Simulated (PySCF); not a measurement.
The calculation's input:

```
{"job": {"kind": "uv", "xc": "PBE0", "basis": "def2-SVPD", "nstates": 8, "ntriplets": 3}, "charge": 0, "multiplicity": 1}
C     -1.049239    -0.653781     1.644905
Si    -0.891938    -0.536769    -0.251054
C     -2.311703     0.528978    -0.939994
Si     1.172488     0.417571    -0.842702
P      2.900491    -0.948767    -1.251883
C      1.831408     1.419137     0.660380
O      2.469452     0.906825     1.546026
H     -0.225194    -1.216553     2.074228
H     -1.039194     0.332445     2.102314
H     -1.972373    -1.143571     1.942810
H     -1.026367    -1.895943    -0.815889
H     -3.279826     0.117643    -0.670094
H     -2.270248     0.586636    -2.023264
H     -2.267636     1.544188    -0.555946
H      1.138571     1.396814    -1.945048
H      3.082148    -1.267683     0.079424
H      2.139055    -2.082538    -1.487419
H      1.591348     2.501687     0.721550
```

Run with:

```sh
OMP_NUM_THREADS=1 python probes_run.py task.json out
```

Geometry: GFN2-xTB.

Method: PySCF 2.14.0, PBE0/def2-SVPD, SCF density, gas phase.

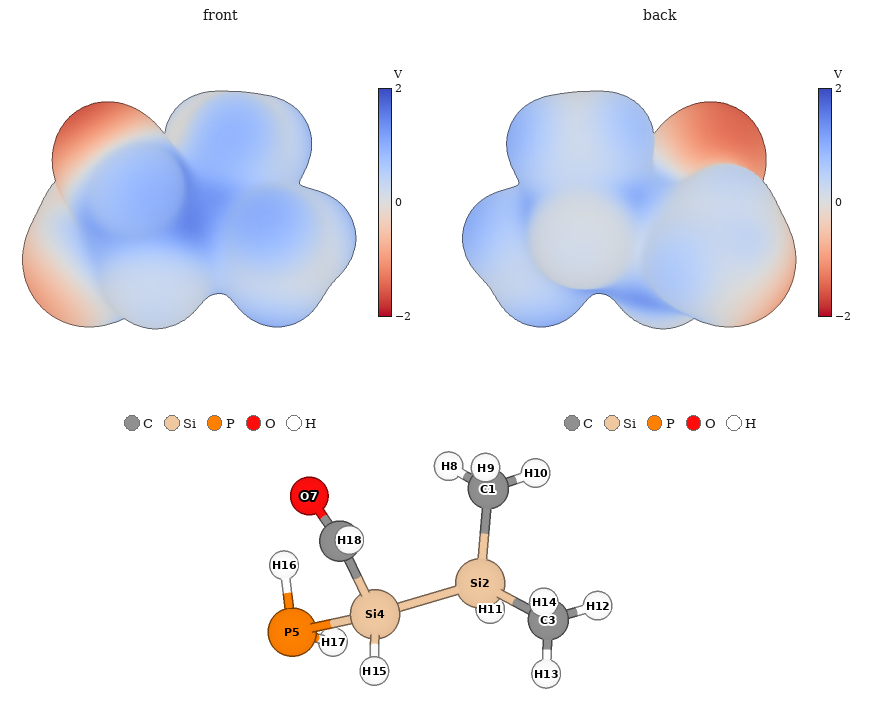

C₃H₁₁OPSi₂. The molecular electrostatic potential painted on the density surface at 0.002 e/bohr³, seen from the front and from behind; red is negative and blue positive. The bare structure is drawn below in the same view.

**Which sites attract a positive test charge, and which a negative one?**

A positive charge is drawn to the negative regions and a negative charge to the positive ones. The most negative region (about −1.5 V) lies over O7, the most positive (about +1.3 V) over Si2, Si4 and C6. O7 is the likeliest acceptor of a hydrogen bond.

**What dipole moment does the calculation give?**

Its dipole moment is 2.97 D.
